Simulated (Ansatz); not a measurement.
# Gate voltage at the highest density: H-GaN-H chair bilayer, AA

A layer charged from one gate needs a voltage that grows with the carrier density; the slope is e over the total capacitance.

How it was computed: Ansatz 0.2.0, plane waves with PAW datasets (its set soft_2), PBE-D3(BJ); isolated slab, charged sheet 4.5 Å from the outer atoms behind model barriers, atoms held, Fermi-Dirac smearing of 0.02585 eV. The voltage is that of the gate against the layer's Fermi level, from the uncharged case, which has no gap over 0.05 eV.

```
  run  added electrons (10¹³ per cm²)  gate voltage (V)
run 1                           −1.00             −0.86
run 2                           −2.00             −1.71
run 3                           −4.00             −3.41
run 4                           −7.00             −5.89
run 5                          −11.00                 ?
```

**Question.** What value belongs in the row marked “?”, and how far can the other rows tell?

A least-squares line through the 4 rows shown has slope 0.8383 and intercept −0.0334; no row lies more than 0.02 V off it. The capacitance is 1.602/0.8383 = 1.91 µF/cm², against 1.97 µF/cm² for plates 4.5 Å apart in vacuum. At −11.00 it gives 0.8383 × (−11.00) + (−0.0334) = −9.25 V, beyond the rows fitted. Rounding and scatter of the rows alone allow about ±0.058 V there.

The run itself gives −9.00 V: a miss of +0.25 V, or 2.8 % of the value. The capacitance rises a little towards the highest density.

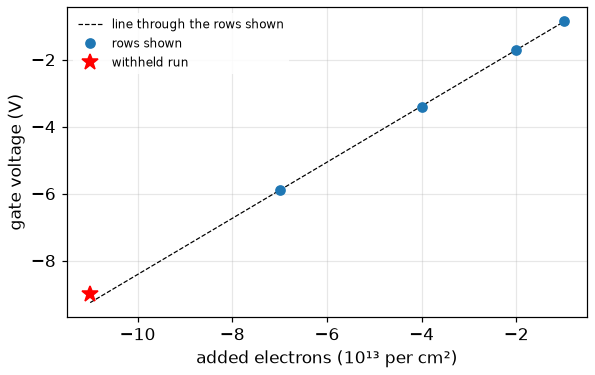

The fit and the withheld run.

**Limits.** The gates are model sheets, not atoms, and low densities sample few k-points.

[Logs are printed without paths, hosts, clocks, repeated set-up lines and the standing remarks that a program may print on its own settings, such as how far it seeks lower states.]
